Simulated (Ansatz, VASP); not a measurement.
# CuI (Marshite) in two plane-wave programs, part 2 of 2

Aim: how closely do two programs agree when they are given the same cell, functional and k mesh? The cell is taken from a series of VASP runs on this material, whose earlier steps may have relaxed, scaled or displaced it; both programs get it as it stands. Valence electrons are named where the data sets of a main pair hold unlike numbers.

VASP 6.6.1 and Ansatz 0.2.0.

So far: The structure; VASP: band structure, PBE0.

## (3) Ansatz: band structure, PBE0

Level of this step: Ansatz beside VASP: Kohn-Sham DFT, plane waves, PBE0 (Ansatz).

Ansatz runs on its default PAW (the set named soft_2) files.

The same cell, functional, mesh and smearing now go to Ansatz, which takes its cutoff from its data sets.

input.yaml reads:

```yaml
crystal:
  lattice:
    - [0.0, 3.0315, 3.0315]
    - [3.0315, 0.0, 3.0315]
    - [3.0315, 3.0315, 0.0]
  atoms:
    - { symbol: I, position: [0.0, 0.0, 0.0] }
    - { symbol: Cu, position: [0.75, 0.75, 0.75] }
hamiltonian:
  xc: pbe0
  pseudopotentials: { kind: paw }
kpoints:
  mp_grid: { grid: [4, 4, 4] }
  band_path:
    path:
      - [0.0, 0.0, 0.0]
      - [0.5, 0.0, 0.5]
      - [0.5, 0.22222, 0.72222]
      - [0.40278, 0.34722, 0.75]
      - [0.125, 0.125, 0.25]
      - [0.27778, 0.27778, 0.27778]
      - [0.55556, 0.38889, 0.55556]
      - [0.58333, 0.25, 0.66667]
      - [0.5, 0.30556, 0.69444]
      - [0.48611, 0.48611, 0.52778]
      - [0.625, 0.25, 0.625]
      - [0.5, 0.0, 0.5]
    npoints: 1
scf:
  occupations: { method: gaussian, width: 0.03 }
  n_extra_bands: 7
output:
  forces: true
  stress: true
  eigenvalues: true
```

Command:

```sh
ansatz run input.yaml --threads 4 --pin off --max-ram 9216MiB --backend cpu --events-out ev --progress --plain --runs-dir out
```

Numbers of over 12 decimals in the logs are rounded to 6 here.

Log:

```text
Warning: output.stress: scf.convergence.dr2_threshold = 1e-7 eV (the SCF's general default) is looser than the 2e-10 eV advised for a printed stress (1e-10 eV for each atom of the cell: 2). What an SCF threshold leaves in a stress goes as its square root, and in the free energy as the threshold itself, and one threshold admits the most on a small cell: [figures from the program's tests cut] Set scf.convergence.dr2_threshold to 2e-10 eV or tighter. The threshold is an SCF's pass mark: one that does not reach it within its budget of iterations ends unconverged, or closes short of it on a stop that the run arms, and scf.convergence.dr2_threshold's page says what that costs each kind of run
Warning: output.stress: scf.exx.energy_threshold = 1e-6 eV is looser than the 2e-8 eV advised for a stress under a hybrid functional (1e-8 eV for each atom of the cell: 2). Every SCF of the exchange loop can meet its threshold on dr2 while the loop round them stops early: no threshold on dr2 bounds what that leaves in the stress. Set scf.exx.energy_threshold to 2e-8 eV or tighter. The threshold is the loop's pass mark: a loop that does not reach it within its budget of cycles ends unconverged, and scf.exx.energy_threshold's page has the law
scf.n_extra_bands = 7 over 18 filled bands (N_el = 36.0): the run solves 25 bands
Engine: ansatz 0.2.0, aarch64-unknown-linux-gnu
Pseudopotentials: kind: paw
Pseudopotential: I, paw, valence charge 17, recommended cutoff 420 eV (normal), I.paw.azcp
Pseudopotential: Cu, paw, valence charge 19, recommended cutoff 420 eV (normal), Cu.paw.azcp
Functional definition: PBE0
  parameter a = 0.25
  parameter kappa = 0.804
  parameter beta = 0.066725
  exchange = (1 - a)*pbe_x(kappa = kappa, mu = beta*pi^2/3) + a*exact_x
  correlation = pbe_c(beta = beta)
Crystal: 2 atoms, lattice volume = 55.719 Å³
Basis set: ecut = 420 eV, 1067 PW (Γ), exchange–correlation on 60×60×60 points (8 copies of the dense FFT grid, shifted against one another)
Bands: 25, of which v1, the nominal top of the filled ones, is band 18 counted from 1 (17 counted from 0)
Symmetry: 24 space group operations
Space group: F-43m (ITA 216), of the structure as read, at distance tolerance 3.8e-5 Å
k-points: 8 of 64 (time reversal used)
Non-local potential: I, projectors of the file, l = 0: 2, l = 1: 2, l = 2: 2, l = 3: 2
Non-local potential: Cu, projectors of the file, l = 0: 3, l = 1: 2, l = 2: 3, l = 3: 1
PAW form: soft (Blöchl's): semilocal exchange-correlation on the pseudo side does not see the compensation charge
PAW frozen core: I, regenerated for the run's functional, and the local potential with it (the file was generated under x = pbe(κ = 0.804, μ = 0.219515), c = pbe(β = 0.066725))
PAW frozen core: Cu, regenerated for the run's functional, and the local potential with it (the file was generated under x = pbe(κ = 0.804, μ = 0.219515), c = pbe(β = 0.066725))
PAW one-centre angular grid: I, 590 points (default); XC on 64 Gauss nodes
PAW one-centre angular grid: Cu, 590 points (default); XC on 64 Gauss nodes
Initial density: superposition of atomic densities (neutral atoms: chi_scale 0, normalization atom), corrected by the library's trained network
Initial wavefunctions: pseudopotential atomic-orbital guess
Functional: x = pbe(κ = 0.804, μ = 0.219515), c = pbe(β = 0.066725), warm-up for x = 0.75 pbe(κ = 0.804, μ = 0.219515) + 0.25 exact, c = pbe(β = 0.066725)
SCF iter   1: F=—  HF=-14138.331803 eV  |F-HF|=—  |Δ(HF+E_count)|=         —  Δρ=7.08e-4  dr2=1.69e-4  ethr=1.77e-3  ⟨swp⟩=12.0  Hψ=988  notcnv=0
preconditioner: auto → none  [insulator: Δε(μ)=1.127 eV  Ē_g=11.145 eV  σ=0.030 eV  W_gap=1.00  n_scr=14 (ndim 8)  ℏωp=21.1 eV  f_vac=0.179  D(μ)=0.00/eV (n_scr^D=0)]
SCF iter   2: F=-14138.332024 eV  HF=-14138.332112 eV  |F-HF|=8.85e-5  |Δ(HF+E_count)|=   3.09e-4  Δρ=4.24e-4  dr2=6.94e-5  ethr=4.69e-7  ⟨swp⟩=4.5  Hψ=714  notcnv=0  defer=2
SCF 1 stopped early in 2 iterations: F = -14138.332024 eV  dr2 = 6.94e-5
  greatest PAW one-centre occupation: 1.000 electrons in one spin orbital (limit 2), on the Cu atom at site 1 (counted from 0), in its partial waves of l = 0
Initial density: handed on by an earlier stage of this run
Initial wavefunctions: those handed on with the density
Functional: x = 0.75 pbe(κ = 0.804, μ = 0.219515) + 0.25 exact, c = pbe(β = 0.066725)
Frozen-core exchange: fock
SCF iter   1: F=—  HF=-14141.691811 eV  |F-HF|=—  |Δ(HF+E_count)|=         —  Δρ=2.94e-2  dr2=3.27e-1  ethr=1.93e-6  ⟨swp⟩=6.1  Hψ=925  notcnv=0
preconditioner: auto → none  [insulator: Δε(μ)=3.512 eV  Ē_g=14.170 eV  σ=0.030 eV  W_gap=1.00  n_scr=14 (ndim 8)  ℏωp=21.1 eV  f_vac=0.179  D(μ)=0.00/eV (n_scr^D=0)]
SCF iter   2: F=—  HF=-14141.692931 eV  |F-HF|=—  |Δ(HF+E_count)|=   1.12e-3  Δρ=2.28e-2  dr2=2.07e-1  ethr=1.93e-6  ⟨swp⟩=5.5  Hψ=737  notcnv=0
SCF iter   3: F=—  HF=-14141.624658 eV  |F-HF|=—  |Δ(HF+E_count)|=   6.83e-2  Δρ=5.17e-3  dr2=1.33e-2  ethr=1.93e-6  ⟨swp⟩=5.1  Hψ=705  notcnv=0
SCF iter   4: F=—  HF=-14141.642619 eV  |F-HF|=—  |Δ(HF+E_count)|=   1.80e-2  Δρ=3.59e-3  dr2=5.05e-3  ethr=1.93e-6  ⟨swp⟩=4.0  Hψ=583  notcnv=0
iter 5 solved again at ethr=5.19e-8 eV; its pass at ethr=1.93e-6 eV (dr2=1.87e-5 eV) is discarded
SCF iter   5: F=—  HF=-14141.641715 eV  |F-HF|=—  |Δ(HF+E_count)|=   9.04e-4  Δρ=2.36e-4  dr2=9.28e-5  ethr=5.19e-8  ⟨swp⟩=2.4  Hψ=880  notcnv=0
SCF iter   6: F=—  HF=-14141.642132 eV  |F-HF|=—  |Δ(HF+E_count)|=   4.17e-4  Δρ=1.71e-4  dr2=3.24e-5  ethr=5.17e-8  ⟨swp⟩=4.1  Hψ=524  notcnv=0  defer=1
SCF iter   7: F=-14141.642122 eV  HF=-14141.642122 eV  |F-HF|=8.94e-8  |Δ(HF+E_count)|=   9.79e-6  Δρ=3.29e-5  dr2=4.73e-6  ethr=5.17e-8  ⟨swp⟩=3.1  Hψ=391  notcnv=0  defer=1
SCF 2 stopped early in 7 iterations: F = -14141.642122 eV  dr2 = 4.73e-6
  greatest PAW one-centre occupation: 1.000 electrons in one spin orbital (limit 2), on the Cu atom at site 1 (counted from 0), in its partial waves of l = 1
hybrid outer 1: dexx = +2.196e-2 eV, tail = 1.22e-4 eV
Frozen-core exchange: fock
SCF iter   1: F=—  HF=-14141.642135 eV  |F-HF|=—  |Δ(HF+E_count)|=         —  Δρ=8.68e-5  dr2=2.47e-6  ethr=1.69e-6  ⟨swp⟩=4.6  Hψ=460  notcnv=0
preconditioner: auto → none  [insulator: Δε(μ)=3.327 eV  Ē_g=13.814 eV  σ=0.030 eV  W_gap=1.00  n_scr=14 (ndim 8)  ℏωp=21.1 eV  f_vac=0.185  D(μ)=0.00/eV (n_scr^D=0)]
SCF iter   2: F=—  HF=-14141.642135 eV  |F-HF|=—  |Δ(HF+E_count)|=   4.80e-7  Δρ=2.03e-5  dr2=2.44e-7  ethr=6.22e-9  ⟨swp⟩=4.0  Hψ=547  notcnv=0
SCF iter   3: F=—  HF=-14141.642136 eV  |F-HF|=—  |Δ(HF+E_count)|=   6.41e-7  Δρ=1.07e-5  dr2=7.97e-8  ethr=2.69e-10  ⟨swp⟩=4.2  Hψ=575  notcnv=0  defer=1
SCF iter   4: F=-14141.642136 eV  HF=-14141.642136 eV  |F-HF|=4.19e-9  |Δ(HF+E_count)|=   1.93e-8  Δρ=1.98e-6  dr2=2.66e-9  ethr=1.54e-10  ⟨swp⟩=2.8  Hψ=365  notcnv=0  defer=1
SCF 3 converged in 4 iterations: F = -14141.642136 eV  dr2 = 2.66e-9
  Residual-converged pass: ⟨swp⟩=4.0  Hψ=450  notcnv=0  max |occ|·‖R‖ = 2.1e-6 eV (tolerance 2.4e-6 eV)  dr2=2.94e-9  dr2_onsite=6.52e-9  max |Δocc| = 0.0e0
hybrid outer 2: dexx = +1.004e-6 eV, tail = 9.96e-8 eV, Δε = 5.13e-3 eV (about 2.40e-4 eV left of the loop's levels)
Frozen-core exchange: fock
SCF iter   1: F=—  HF=-14141.642136 eV  |F-HF|=—  |Δ(HF+E_count)|=         —  Δρ=3.33e-6  dr2=5.57e-9  ethr=1.38e-9  ⟨swp⟩=6.2  Hψ=495  notcnv=0
preconditioner: auto → none  [insulator: Δε(μ)=3.328 eV  Ē_g=13.815 eV  σ=0.030 eV  W_gap=1.00  n_scr=14 (ndim 8)  ℏωp=21.1 eV  f_vac=0.185  D(μ)=0.00/eV (n_scr^D=0)]
SCF iter   2: F=-14141.642136 eV  HF=-14141.642136 eV  |F-HF|=6.55e-10  |Δ(HF+E_count)|=   1.97e-9  Δρ=1.17e-6  dr2=7.53e-10  ethr=1.44e-11  ⟨swp⟩=3.0  Hψ=435  notcnv=0
SCF 4 converged in 2 iterations: F = -14141.642136 eV  dr2 = 7.53e-10
  Residual-converged pass: ⟨swp⟩=2.9  Hψ=375  notcnv=0  max |occ|·‖R‖ = 2.3e-6 eV (tolerance 2.4e-6 eV)  dr2=7.55e-10  dr2_onsite=4.57e-10  max |Δocc| = 0.0e0
hybrid outer 3: dexx = +1.718e-9 eV, tail = 2.42e-9 eV, Δε = 2.00e-4 eV (about 5.40e-5 eV left of the loop's levels), ΔF = 4.63e-18 eV/Å (tail 2.82e-4)
NSCF: frozen V_eff on 12 k-points
hybrid SCF converged: 3 outer / 13 inner (+2 warm-up), last move |dexx| = 1.72e-9 eV, tail = 2.42e-9 eV
Stability not checked: this state was not tested for a lower state beside it, because the functional holds exact exchange (a hybrid, or Hartree-Fock), whose exchange loop this test does not read (fock_operator; see scf.lower_state_search)
Free energy (F): -14141.642136 eV
Frozen-core exchange: fock
Harris-Foulkes:  -14141.642136 eV  (|F-HF|=6.55e-10)
Internal energy: -14141.642136 eV  (E = F + TS)
E sigma→0 (E₀):  -14141.642136 eV
Fermi energy:    8.473733 eV
--- Per-component energies (eV) ---
  E_band       = -975.504860
  E_kinetic    = 490.135242
  E_local      = -7649.162132  (includes V_loc(G=0)·N_el)
  E_nonlocal   = 324.856094
  E_hartree    = 3566.900351
  E_xc         = -165.579220
  E_vxc        = -185.445506  (∫ρ·V_xc dr)
  E_exx        = -174.817252  (= α·E_x^exact, valence–valence)
  E_paw        = -6379.260102  (= ΣΔE_a)
  E_vpaw       = -740.057539  (= ΣTr[D̂ρ^β])
  E_aug_tail   = 0.000302  (compensation charges beyond the density's cutoff)
  E_ewald      = -4154.131452
  E_core_change = -0.583966  (= ΣΔE_core)
  E_smearing   = -0.000000  (= −TS)
  E_closure    = -0.000001  (closes the sum)
  Σ components = -14141.642136   (vs F -14141.642136, Δ=0.00e0)
--- Forces (eV/Å), atoms counted from 1 ---
  atom   1  I     -0.00000000     0.00000000    -0.00000000
  atom   2  Cu     0.00000000     0.00000000    -0.00000000
  max |Σ_I F_I| component: 4.39e-17 eV/Å
--- Stress (GPa, compression-positive) ---
        0.696586       0.000000       0.000000
       -0.000000       0.696586       0.000000
       -0.000000       0.000000       0.696586
  P = ⅓ Tr σ = 0.6966 GPa (6.966 kbar)
--- Band table (eV; the first three rows and the last of 8) ---
  k-point 0: bands = [... 14 lower, 4.2658, 6.8096, 6.8096, 6.8096, 10.1376, 13.8725, 13.8725, 13.8725, ... 3 higher]
  k-point 1: bands = [... 14 lower, 4.2560, 5.1093, 6.3688, 6.3688, 11.2923, 14.4554, 14.4554, 14.4674, ... 3 higher]
  k-point 2: bands = [... 14 lower, 4.2881, 4.3404, 5.9608, 5.9608, 11.1422, 14.3818, 14.3818, 16.3339, ... 3 higher]
  k-point 7: bands = [... 14 lower, 4.3680, 4.3770, 4.5093, 5.0790, 13.4309, 13.7209, 15.0970, 15.2726, ... 3 higher]
```

Elapsed: 25 s, on 4 threads of Arm Neoverse V1, shared host; peak memory 0.8 GiB.

## (4) Differences

Known differences besides the potentials themselves: exact exchange at q = 0 is treated differently, which shows on coarse meshes; VASP keeps PBE cores, Ansatz makes them for the functional; the data sets hold 36 valence electrons in Ansatz (on its default PAW (the set named soft_2) files) and 18 in VASP; the cutoff is 420 eV in Ansatz and 350 eV in VASP; VASP takes a coarser grid for exact exchange (PRECFOCK = Fast). Total energies have different zeros and are not compared.

The two programs side by side:

```
                     quantity  Ansatz   VASP  difference
gap over the path points (eV)   3.328  3.284      +0.044
```

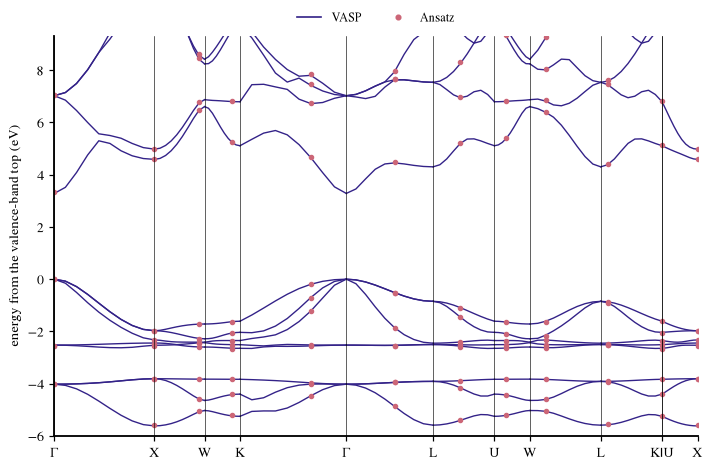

Bands from VASP (lines) and levels from Ansatz (dots). Dots without a line are higher empty bands that the VASP plot leaves out.

Levels at points of the path, from each program's valence-band top (eV; 4 filled, then empty):

```
k (reciprocal lattice)                                   Ansatz                                     VASP
     0.000 0.000 0.000      -2.54 0.00 0.00 0.00 3.33 7.06 7.06      -2.52 0.00 0.00 0.00 3.28 7.03 7.03
     0.500 0.000 0.500  -2.46 -2.34 -1.98 -1.98 4.60 5.00 11.61  -2.45 -2.33 -1.98 -1.98 4.59 4.98 11.61
     0.500 0.222 0.722   -2.45 -2.43 -2.29 -1.74 6.48 6.78 8.46   -2.44 -2.41 -2.27 -1.72 6.46 6.75 8.42
     0.403 0.347 0.750   -2.52 -2.37 -2.08 -1.63 5.25 6.83 9.57   -2.51 -2.35 -2.06 -1.63 5.24 6.80 9.53
     0.125 0.125 0.250   -2.54 -1.22 -0.71 -0.20 4.70 6.75 7.46   -2.52 -1.22 -0.70 -0.19 4.65 6.72 7.42
     0.278 0.278 0.278   -2.55 -1.87 -0.51 -0.51 4.49 7.67 7.67   -2.53 -1.86 -0.51 -0.51 4.45 7.63 7.63
     0.556 0.389 0.556   -2.53 -2.42 -1.46 -1.09 5.23 6.97 8.30   -2.51 -2.41 -1.45 -1.09 5.20 6.95 8.26
     0.583 0.250 0.667   -2.52 -2.37 -2.11 -1.65 5.41 6.84 9.34   -2.50 -2.35 -2.09 -1.65 5.39 6.81 9.30
     0.500 0.306 0.694   -2.52 -2.35 -2.16 -1.62 6.42 6.85 8.05   -2.50 -2.33 -2.15 -1.61 6.39 6.82 8.02
     0.486 0.486 0.528   -2.52 -2.47 -0.90 -0.87 4.41 7.49 7.62   -2.50 -2.45 -0.90 -0.87 4.38 7.45 7.58
```

Among the levels compared at these points, filled levels agree within 20 meV and empty ones within 46 meV.

## (5) Summary of results

| Property | Result |
| --- | --- |
| largest difference of a filled level at the path points (band structure, PBE0) | 20 meV |
| difference in gap over the path points (band structure, PBE0) | 0.044 eV |

In words: The difference in gap over the path points is 0.044 eV (band structure, PBE0), within the 0.08 eV picked in this series as the mark of a large difference. The data sets hold unlike numbers of valence electrons (36 in Ansatz and 18 in VASP), so part of the differences comes from the potentials. Such differences can come from data sets, numerical settings and the points named under the comparisons, not from the functional's error against experiment.

[Lines on the potential files, build, host, timing and source positions are cut from VASP's logs without a mark.]

[Logs are printed without paths, hosts, clocks, repeated set-up lines and the standing remarks that a program may print on its own settings, such as how far it seeks lower states.]

[Hosts, paths, dates, database ids (printed as entryN), source tags and the programs' standing remarks are cut or masked in the printed files.]
